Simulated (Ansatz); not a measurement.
# B₂H₂ (triplet): PBE-QIDH, RPA-PBE over a scan of the scale of all distances, cc-pVDZ, part 2 of 2

Ansatz 0.2.0, Gaussian basis; cc-pVDZ, all electrons in the functionals, frozen cores in the correlation of double hybrids and RPA.

## Step 10: RPA-PBE, 0.875

File in.yaml:

```yaml
crystal:
  periodic: [false, false, false]
  atoms:
    - {symbol: B, position_ang: [0.000000, 0.000000, 0.591174]}
    - {symbol: B, position_ang: [0.000000, 0.000000, -0.795772]}
    - {symbol: H, position_ang: [0.000000, 0.916884, 1.097241]}
    - {symbol: H, position_ang: [0.000000, -0.916884, 1.097241]}
basis:
  gaussian: {orbitals: cc-pVDZ}
magnetization: {spin_polarized: true, initial_magnetization: 2}
hamiltonian: {xc: {name: PBE}}
correlation: {method: rpa, electrons: outside_noble_gas}
```

The run is started by

```console
$ ansatz run in.yaml --threads 1 --pin off --events-out ev --progress --plain --max-ram 2393MiB
```

Output, shortened:

```text
Functional definition: PBE
  name "PBE"
  cite "Perdew, Burke & Ernzerhof, Phys. Rev. Lett. 77, 3865 (1996) doi:10.1103/PhysRevLett.77.3865"
  parent pbe
[...]
350 factors; integrals over basis functions are off by at most 5.4e-4 eV
[...]
mean field -1376.05823886 eV, -50.5692075525 hartree, gradient 4.0e-6 eV, S^2 2.003442; 1 other end points of the search recorded, 0 dependent functions left out
2 core orbitals not correlated: weight in the atoms' cores, before any rotation towards them, 1.000 or more for the frozen orbitals, at most 0.000 for the correlated occupied ones
reference -1369.16034840 eV, -50.3157147534 hartree; 5, 3 occupied and 31, 33 virtual orbitals, 350 factors
Total energy: -1376.27510453 eV, -50.5771772185 hartree
```

Run time: 1 s. Hardware: 1 thread of Arm Neoverse V1, shared host.

From the report: ⟨S²⟩ of the determinant 2.003 (pure triplet: 2.00).

## Step 11: RPA-PBE, 1.000

File in.yaml:

```yaml
crystal:
  periodic: [false, false, false]
  atoms:
    - {symbol: B, position_ang: [0.000000, 0.000000, 0.675628]}
    - {symbol: B, position_ang: [0.000000, 0.000000, -0.909454]}
    - {symbol: H, position_ang: [0.000000, 1.047868, 1.253990]}
    - {symbol: H, position_ang: [0.000000, -1.047868, 1.253990]}
basis:
  gaussian: {orbitals: cc-pVDZ}
magnetization: {spin_polarized: true, initial_magnetization: 2}
hamiltonian: {xc: {name: PBE}}
correlation: {method: rpa, electrons: outside_noble_gas}
```

Same command.

Output, shortened:

```text
Functional definition: PBE
  name "PBE"
  cite "Perdew, Burke & Ernzerhof, Phys. Rev. Lett. 77, 3865 (1996) doi:10.1103/PhysRevLett.77.3865"
  parent pbe
[...]
350 factors; integrals over basis functions are off by at most 7.4e-4 eV
[...]
mean field -1377.65270883 eV, -50.6278032431 hartree, gradient 1.3e-6 eV, S^2 2.003561; 2 other end points of the search recorded, 0 dependent functions left out
2 core orbitals not correlated: weight in the atoms' cores, before any rotation towards them, 1.000 or more for the frozen orbitals, at most 0.000 for the correlated occupied ones
reference -1370.73398818 eV, -50.3735449489 hartree; 5, 3 occupied and 31, 33 virtual orbitals, 350 factors
Total energy: -1378.15063094 eV, -50.6461015430 hartree
```

Run time: 1.2 s. Hardware: 1 thread of Arm Neoverse V1, shared host.

From the report: ⟨S²⟩ of the determinant 2.004 (pure triplet: 2.00).

## Step 12: RPA-PBE, 1.100

File in.yaml:

```yaml
crystal:
  periodic: [false, false, false]
  atoms:
    - {symbol: B, position_ang: [0.000000, 0.000000, 0.743191]}
    - {symbol: B, position_ang: [0.000000, 0.000000, -1.000399]}
    - {symbol: H, position_ang: [0.000000, 1.152655, 1.379389]}
    - {symbol: H, position_ang: [0.000000, -1.152655, 1.379389]}
basis:
  gaussian: {orbitals: cc-pVDZ}
magnetization: {spin_polarized: true, initial_magnetization: 2}
hamiltonian: {xc: {name: PBE}}
correlation: {method: rpa, electrons: outside_noble_gas}
```

The command is unchanged.

Output, shortened:

```text
Functional definition: PBE
  name "PBE"
  cite "Perdew, Burke & Ernzerhof, Phys. Rev. Lett. 77, 3865 (1996) doi:10.1103/PhysRevLett.77.3865"
  parent pbe
[...]
350 factors; integrals over basis functions are off by at most 9.7e-4 eV
[...]
mean field -1377.29349575 eV, -50.6146024056 hartree, gradient 2.2e-6 eV, S^2 2.003682; 2 other end points of the search recorded, 0 dependent functions left out
2 core orbitals not correlated: weight in the atoms' cores, before any rotation towards them, 1.000 or more for the frozen orbitals, at most 0.000 for the correlated occupied ones
reference -1370.23899800 eV, -50.3553543951 hartree; 5, 3 occupied and 31, 33 virtual orbitals, 350 factors
Total energy: -1377.93078501 eV, -50.6380223542 hartree
```

It took 1.4 s on 1 thread of Arm Neoverse V1, shared host.

From the report: ⟨S²⟩ of the determinant 2.004 (pure triplet: 2.00).

From 1.000: +21.2 kJ/mol.

## Step 13: RPA-PBE, 1.323

File in.yaml:

```yaml
crystal:
  periodic: [false, false, false]
  atoms:
    - {symbol: B, position_ang: [0.000000, 0.000000, 0.893856]}
    - {symbol: B, position_ang: [0.000000, 0.000000, -1.203208]}
    - {symbol: H, position_ang: [0.000000, 1.386329, 1.659029]}
    - {symbol: H, position_ang: [0.000000, -1.386329, 1.659029]}
basis:
  gaussian: {orbitals: cc-pVDZ}
magnetization: {spin_polarized: true, initial_magnetization: 2}
hamiltonian: {xc: {name: PBE}}
correlation: {method: rpa, electrons: outside_noble_gas}
```

The command is unchanged.

Output, shortened:

```text
Functional definition: PBE
  name "PBE"
  cite "Perdew, Burke & Ernzerhof, Phys. Rev. Lett. 77, 3865 (1996) doi:10.1103/PhysRevLett.77.3865"
  parent pbe
[...]
354 factors; integrals over basis functions are off by at most 1.3e-3 eV
[...]
mean field -1374.59232921 eV, -50.5153363662 hartree, gradient 2.7e-6 eV, S^2 2.004688; 4 other end points of the search recorded, 0 dependent functions left out
2 core orbitals not correlated: weight in the atoms' cores, before any rotation towards them, 1.000 or more for the frozen orbitals, at most 0.000 for the correlated occupied ones
reference -1366.94497354 eV, -50.2343012291 hartree; 5, 3 occupied and 31, 33 virtual orbitals, 354 factors
Total energy: -1375.38874173 eV, -50.5446039866 hartree
```

It took 2.2 s on 1 thread of Arm Neoverse V1, shared host.

From the report: ⟨S²⟩ of the determinant 2.005 (pure triplet: 2.00).

From 1.000: +266.5 kJ/mol.

## Step 14: RPA-PBE, 1.496

File in.yaml:

```yaml
crystal:
  periodic: [false, false, false]
  atoms:
    - {symbol: B, position_ang: [0.000000, 0.000000, 1.010739]}
    - {symbol: B, position_ang: [0.000000, 0.000000, -1.360543]}
    - {symbol: H, position_ang: [0.000000, 1.567611, 1.875969]}
    - {symbol: H, position_ang: [0.000000, -1.567611, 1.875969]}
basis:
  gaussian: {orbitals: cc-pVDZ}
magnetization: {spin_polarized: true, initial_magnetization: 2}
hamiltonian: {xc: {name: PBE}}
correlation: {method: rpa, electrons: outside_noble_gas}
```

Same command.

Output, shortened:

```text
Functional definition: PBE
  name "PBE"
  cite "Perdew, Burke & Ernzerhof, Phys. Rev. Lett. 77, 3865 (1996) doi:10.1103/PhysRevLett.77.3865"
  parent pbe
[...]
357 factors; integrals over basis functions are off by at most 1.5e-3 eV
[...]
mean field -1372.23724966 eV, -50.4287887891 hartree, gradient 1.4e-6 eV, S^2 2.005687; 6 other end points of the search recorded, 0 dependent functions left out
2 core orbitals not correlated: weight in the atoms' cores, before any rotation towards them, 1.000 or more for the frozen orbitals, at most 0.000 for the correlated occupied ones
reference -1364.02302866 eV, -50.1269217354 hartree; 5, 3 occupied and 31, 33 virtual orbitals, 357 factors
Total energy: -1373.13205787 eV, -50.4616723843 hartree
```

Wall time 3 s (1 thread of Arm Neoverse V1, shared host).

From the report: ⟨S²⟩ of the determinant 2.006 (pure triplet: 2.00).

From 1.000: +484.2 kJ/mol.

## Step 15: RPA-PBE, 1.747

File in.yaml:

```yaml
crystal:
  periodic: [false, false, false]
  atoms:
    - {symbol: B, position_ang: [0.000000, 0.000000, 1.180322]}
    - {symbol: B, position_ang: [0.000000, 0.000000, -1.588816]}
    - {symbol: H, position_ang: [0.000000, 1.830625, 2.190720]}
    - {symbol: H, position_ang: [0.000000, -1.830625, 2.190720]}
basis:
  gaussian: {orbitals: cc-pVDZ}
magnetization: {spin_polarized: true, initial_magnetization: 2}
hamiltonian: {xc: {name: PBE}}
correlation: {method: rpa, electrons: outside_noble_gas}
```

Launched as before.

Output, shortened:

```text
Functional definition: PBE
  name "PBE"
  cite "Perdew, Burke & Ernzerhof, Phys. Rev. Lett. 77, 3865 (1996) doi:10.1103/PhysRevLett.77.3865"
  parent pbe
[...]
354 factors; integrals over basis functions are off by at most 1.4e-3 eV
[...]
mean field -1369.55714264 eV, -50.3302966728 hartree, gradient 2.0e-6 eV, S^2 2.016786; 15 other end points of the search recorded, 0 dependent functions left out
2 core orbitals not correlated: weight in the atoms' cores, before any rotation towards them, 1.000 or more for the frozen orbitals, at most 0.000 for the correlated occupied ones
reference -1360.94060342 eV, -50.0136446969 hartree; 5, 3 occupied and 31, 33 virtual orbitals, 354 factors
Total energy: -1370.69061295 eV, -50.3719509384 hartree
```

Run time: 5.5 s. Hardware: 1 thread of Arm Neoverse V1, shared host.

From the report: ⟨S²⟩ of the determinant 2.017 (pure triplet: 2.00).

From 1.000: +719.8 kJ/mol.

## Step 16: RPA-PBE, 2.023

File in.yaml:

```yaml
crystal:
  periodic: [false, false, false]
  atoms:
    - {symbol: B, position_ang: [0.000000, 0.000000, 1.366795]}
    - {symbol: B, position_ang: [0.000000, 0.000000, -1.839825]}
    - {symbol: H, position_ang: [0.000000, 2.119837, 2.536822]}
    - {symbol: H, position_ang: [0.000000, -2.119837, 2.536822]}
basis:
  gaussian: {orbitals: cc-pVDZ}
magnetization: {spin_polarized: true, initial_magnetization: 2}
hamiltonian: {xc: {name: PBE}}
correlation: {method: rpa, electrons: outside_noble_gas}
```

Same command.

Output, shortened:

```text
Functional definition: PBE
  name "PBE"
  cite "Perdew, Burke & Ernzerhof, Phys. Rev. Lett. 77, 3865 (1996) doi:10.1103/PhysRevLett.77.3865"
  parent pbe
[...]
350 factors; integrals over basis functions are off by at most 1.3e-3 eV
[...]
mean field -1367.86330462 eV, -50.2680492739 hartree, gradient 1.5e-6 eV, S^2 2.160339; 9 other end points of the search recorded, 0 dependent functions left out
2 core orbitals not correlated: weight in the atoms' cores, before any rotation towards them, 1.000 or more for the frozen orbitals, at most 0.000 for the correlated occupied ones
reference -1360.52938290 eV, -49.9985326217 hartree; 5, 3 occupied and 31, 33 virtual orbitals, 350 factors
Total energy: -1369.33941334 eV, -50.3222952688 hartree
```

Run time: 13 s. Hardware: 1 thread of Arm Neoverse V1, shared host.

From the report: ⟨S²⟩ of the determinant 2.160 (pure triplet: 2.00).

From 1.000: +850.2 kJ/mol.

## Step 17: RPA-PBE, 2.375

File in.yaml:

```yaml
crystal:
  periodic: [false, false, false]
  atoms:
    - {symbol: B, position_ang: [0.000000, 0.000000, 1.604616]}
    - {symbol: B, position_ang: [0.000000, 0.000000, -2.159953]}
    - {symbol: H, position_ang: [0.000000, 2.488686, 2.978226]}
    - {symbol: H, position_ang: [0.000000, -2.488686, 2.978226]}
basis:
  gaussian: {orbitals: cc-pVDZ}
magnetization: {spin_polarized: true, initial_magnetization: 2}
hamiltonian: {xc: {name: PBE}}
correlation: {method: rpa, electrons: outside_noble_gas}
```

The command is unchanged.

Output, shortened:

```text
Functional definition: PBE
  name "PBE"
  cite "Perdew, Burke & Ernzerhof, Phys. Rev. Lett. 77, 3865 (1996) doi:10.1103/PhysRevLett.77.3865"
  parent pbe
[...]
352 factors; integrals over basis functions are off by at most 4.1e-4 eV
[...]
mean field -1366.99338378 eV, -50.2360802726 hartree, gradient 1.2e-6 eV, S^2 2.517417; 27 other end points of the search recorded, 0 dependent functions left out
2 core orbitals not correlated: weight in the atoms' cores, before any rotation towards them, 1.000 or more for the frozen orbitals, at most 0.000 for the correlated occupied ones
reference -1360.93964088 eV, -50.0136093245 hartree; 5, 3 occupied and 31, 33 virtual orbitals, 352 factors
Total energy: -1368.70467388 eV, -50.2989690236 hartree
```

It took 15 s on 1 thread of Arm Neoverse V1, shared host.

From the report: ⟨S²⟩ of the determinant 2.517 (pure triplet: 2.00). The determinant is far from a pure spin state, so its energy mixes those of several spin states (harmless only where they are near-degenerate, as at dissociation).

From 1.000: +911.4 kJ/mol.

## Step 18: The comparison

The yardstick is UCCSDT(Q), where the cluster series has nearly closed. It comes from earlier runs at the same points. Energies in kJ/mol, counted from 1.000; blanks weren't run or aren't comparable.

```tsv
level	0.875	1.000	1.100	1.323	1.496	1.747	2.023	2.375
UCCSDT(Q)	171.1	0.0	29.1					
PBE-QIDH	150.5	0.0	43.6	338.8	599.2	869.7	981.0	1027.0
RPA-PBE	181.0	0.0	21.2	266.5	484.2	719.8	850.2	911.4
```

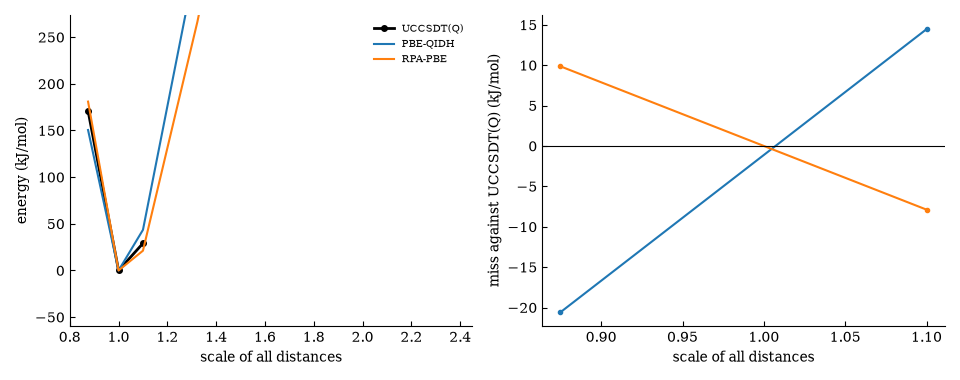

Left: the curves (the axis may cut off levels that run far away). Right: misses against UCCSDT(Q), in the same colours.

Largest miss and mean time a point (UCCSDT(Q) took 21 s a point; shared hosts):

```tsv
level	largest miss (kJ/mol)	where	time a point
PBE-QIDH	-20.6	0.875	3.6 s
RPA-PBE	+9.9	0.875	5.2 s
```

## Step 19: What came out

This closing draws on all 2 parts.

| quantity | value |
| --- | --- |
| span of the UCCSDT(Q) curve (points where it is known) | 171.1 kJ/mol |
| largest miss, PBE-QIDH | -20.6 kJ/mol (0.875) |
| largest miss, RPA-PBE | +9.9 kJ/mol (0.875) |

Misses are known at 2 of 7 points at best, and only functionals with that many are ranked. Of the functionals, RPA-PBE keep the smallest largest miss at the points compared (at most 9.9 kJ/mol) and PBE-QIDH strays most (20.6 kJ/mol, at 0.875). PBE-QIDH, RPA-PBE clearly break the spin symmetry at some points (⟨S²⟩ up to 0.86 above the pure value), so energy there is bought with a mixed spin. Functionals and the yardstick converge differently with the basis, so part of each miss in cc-pVDZ is the basis.
